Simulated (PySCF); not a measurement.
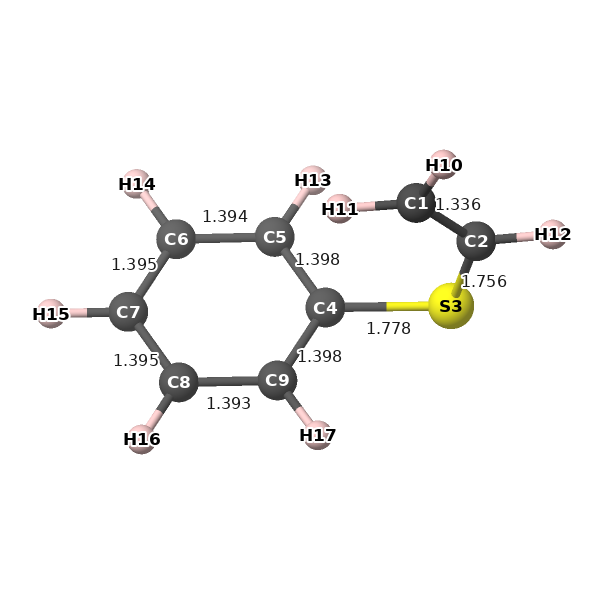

The numbers beside the sticks are distances in Å. Sticks don't show bond order. Computed geometry: PBE0-D3(BJ)/def2-SVP optimisation. No frequency run is at hand to confirm it as a minimum.

Question: Assign a bond order to each marked bond.

Answer: C1–C2 double; C2–S3 single; S3–C4 single; C4–C5 aromatic; C4–C9 aromatic; C5–C6 aromatic; C6–C7 aromatic; C7–C8 aromatic; C8–C9 aromatic.

Question: Write the SMILES.

Answer: C=CSc1ccccc1
